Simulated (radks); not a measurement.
System: the Er³⁺ ion, configuration [Kr] 4d10 4f12 5s2 5p5. Computed with the in-house radial solver radks: scalar-relativistic Kohn-Sham, r2SCAN, spin-unpolarised, spherical densities, finite nucleus.

```
Z 68
configuration [Kr] 4d10 4f12 5s2 5p5
relativity scalar-relativistic
functional r2scan,r2scan
spin unpolarised
nucleus finite rms 5.2516 fm
c 137.035999084
```

Wanted: the number of electrons inside radius r (solid) and the radial density 4πr²ρ (dashed).

The count levels off at 65 electrons. Half of them lie within 0.394 bohr, 90 % within 1.19 bohr and 99 % within 2.18 bohr. The radial density has minima at 0.0268, 0.114 and 0.338 bohr, where the count stands at 1.9, 11.1 and 29.6; these part the shells that the density resolves.

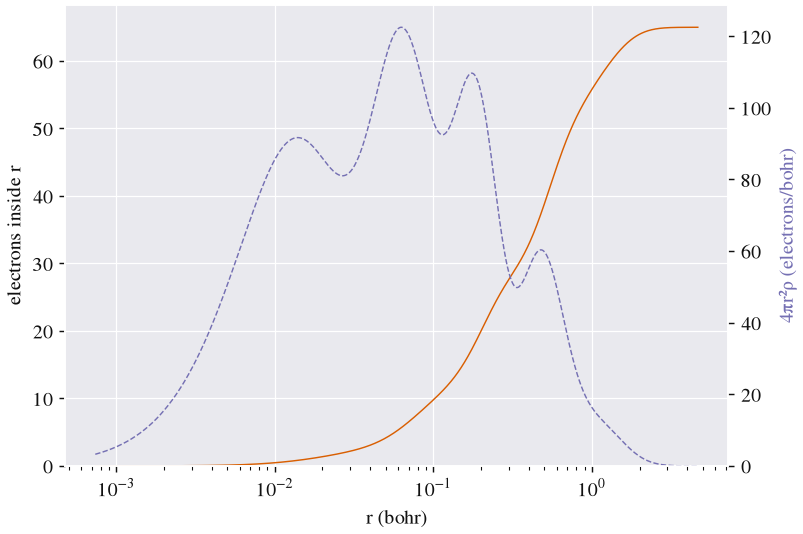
